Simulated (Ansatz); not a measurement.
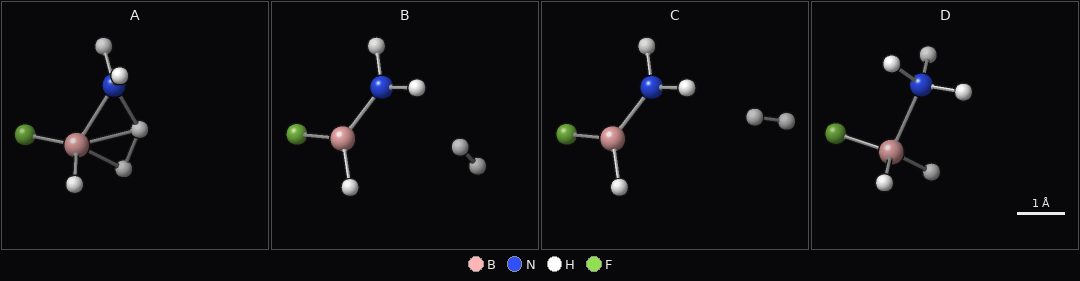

4 geometries from a converged minimum-energy path of BNH₅F, made up of BNH3F and H2, shuffled. Style: ball-and-stick. Shown at a tilt.

Method: RKS PBE0-D4/def2-SVP (Ansatz). Set-up: 5 movable images; climbing image; force threshold 0.05 eV/Å; iteration limit 60; starting path through a guess of the saddle point.

Which frame is the top of the path?

Answer. A. In order along the path, whose images run from 0 to 6: C (image 0, 0.0 kcal/mol), B (image 1, +0.2 kcal/mol), A (image 4, +38.3 kcal/mol), D (image 6, +2.9 kcal/mol). Breaking: H–H (0.76 → 2.55 Å). Forming: B–H (4.07 → 1.23 Å), H–N (2.74 → 1.02 Å).

Limits of the set-up: the start holds two separate molecules, 2.7 Å apart at their closest, whose relative position is a soft coordinate.
